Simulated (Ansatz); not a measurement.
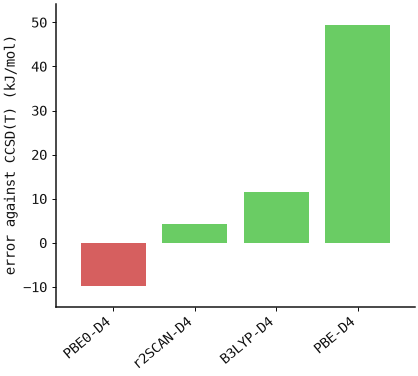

Error in the electronic atomisation energy (method less reference, so positive means overbinding) of CH₇BFNSi, SMILES B[Si@](C)(N)F: functionals in def2-TZVPP against frozen-core CCSD(T) at the limit (MP2 extrapolated from triple and quadruple zeta, plus CCSD(T) less MP2 in a smaller set), which gives 4398.9 kJ/mol, at a PBE0-D4/def2-TZVP geometry (no frequency check), no zero-point or spin-orbit term, the Ansatz code 0.2.0. The reference leaves out core correlation, a term that grows with the number of heavy atoms.

What range do the values span?

From −9.8 kJ/mol (PBE0-D4) to 49.5 kJ/mol (PBE-D4).

Give the values.

```
    level  kJ/mol
  PBE0-D4    −9.8
r2SCAN-D4     4.3
 B3LYP-D4    11.6
   PBE-D4    49.5
```
